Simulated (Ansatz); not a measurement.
# CH4OSiTe: harmonic frequencies at the relaxed geometry from a Python script

The task is harmonic frequencies at the relaxed geometry, for CH4OSiTe. SMILES: [TeH][SiH]1CO1.

All numbers are computed with Ansatz 0.2.0, driven from Python. Level of theory: PBE/def2-SVP.

**1. The structure**

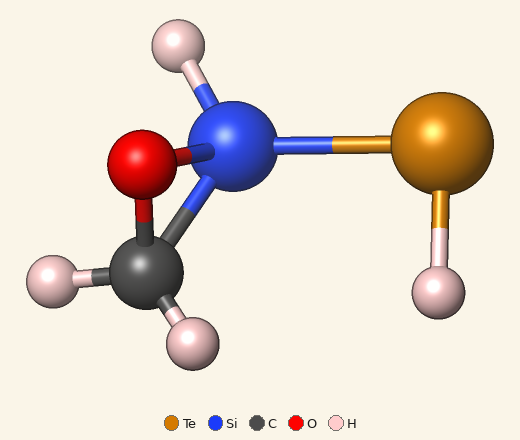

The starting structure, viewed from a chosen angle; tellurium orange, silicon blue, carbon dark grey, oxygen red, hydrogen pink.

Input file ch4osite.xyz:

```xyz
8

Te   -1.14970    1.82240   -1.26300
Si    0.31580    0.78280    0.36980
C     0.23010   -1.05220    0.40620
O     1.25550   -0.50880   -0.44650
H    -2.10230    0.38680   -1.43690
H     1.30490    1.56760    1.14640
H    -0.55050   -1.53420   -0.11610
H     0.78840   -1.52140    1.28430
```

**2. The code**

freq.py

```python
# -*- coding: utf-8 -*-
"""Vibrations and zero-point energy of CH4OSiTe."""

import ansatz as az
import numpy as np

geometry = az.Crystal.molecule_from_extxyz("ch4osite.xyz")

calculation = geometry.calculation()
calculation = calculation.basis(gaussian="def2-SVP")
calculation = calculation.functional("pbe")
symbols = [site.symbol for site in geometry.cartesian_sites]
start = np.array([site.position_ang for site in geometry.cartesian_sites], dtype=float)
rep = calculation.relax(force_tolerance=0.003).run(threads=1, pin="off").report
end = np.array(rep["positions_ang"])

print("final positions (A) and the move of each atom")
for symbol, xyz, old in zip(symbols, end, start):
    print(f"{symbol:2s} {xyz[0]:10.5f} {xyz[1]:10.5f} {xyz[2]:10.5f}   {np.linalg.norm(xyz - old):7.4f}")

# same settings at the minimum
minimum = az.Crystal.molecule()
for symbol, place in zip(symbols, end):
    minimum = minimum.atom(symbol, place.tolist())
vibrating = minimum.calculation()
vibrating = vibrating.basis(gaussian="def2-SVP")
vibrating = vibrating.functional("pbe").phonons(temperatures=(100, 500, 100))
vib = vibrating.run(threads=1, pin="off").report["vibrations"]
sums = vib["harmonic_sums"]
modes = [m["omega_inv_cm"] for m in sums["modes_at_gamma"] if m["rigid_motion"] == "no"]
for number, w in enumerate(modes, start=1):
    print(f"mode {number:2d} {w:9.1f} 1/cm {w / 8065.544 * 1000:8.2f} meV")
print("imaginary modes:", sum(w < 0 for w in modes), " zero-point energy:", round(sums["zero_point_energy_ev"], 4), "eV")
print("T (K)   F_vib (eV)   S_vib (meV/K)   C_vib (meV/K)")
for row in zip(sums["temperatures_k"], sums["vibrational_free_energy_ev"], vib["entropy_ev_per_k"], vib["heat_capacity_ev_per_k"]):
    print(f"{row[0]:6.1f} {row[1]:11.4f} {1000 * row[2]:13.4f} {1000 * row[3]:15.4f}")
```

**3. The input behind the calls**

The engine receives this input (first run):

```yaml
crystal:
  periodic: [false, false, false]
  atoms:
    - { symbol: Te, position_ang: [-1.1497, 1.8224, -1.263] }
    - { symbol: Si, position_ang: [0.3158, 0.7828, 0.3698] }
    - { symbol: C, position_ang: [0.2301, -1.0522, 0.4062] }
    - { symbol: O, position_ang: [1.2555, -0.5088, -0.4465] }
    - { symbol: H, position_ang: [-2.1023, 0.3868, -1.4369] }
    - { symbol: H, position_ang: [1.3049, 1.5676, 1.1464] }
    - { symbol: H, position_ang: [-0.5505, -1.5342, -0.1161] }
    - { symbol: H, position_ang: [0.7884, -1.5214, 1.2843] }
basis:
  gaussian:
    orbitals: def2-SVP
hamiltonian:
  xc: pbe
relax:
  f_tol: 0.003
```

**4. The run**

Command:

```bash
python freq.py
```

**Question.** What results will this script give? Wanted: moves of the relaxation of run 1; energy gained in run 1; last largest force component of run 1; highest frequency; imaginary modes; zero-point energy.

**Answer**, as computed:

| quantity | value |
| --- | --- |
| runs compared | 2 |
| moves of the relaxation of run 1 | 10 |
| energy gained in run 1 | 0.476 eV |
| last largest force component of run 1 | 0.0017 eV/Å |
| highest frequency | 3072 cm⁻¹ |
| imaginary modes | 0 |
| zero-point energy | 1.212 eV |

In words: Run 1: The relaxation took 10 moves; the largest shift is 0.310 Å, of atom 5 (H). All frequencies are real, so the geometry is a minimum. The values are harmonic; measured fundamentals also hold anharmonic shifts, mostly downward for stretches. The frequencies are harmonic and unscaled, in a modest basis. def2 sets replace the cores of elements past krypton by effective core potentials.
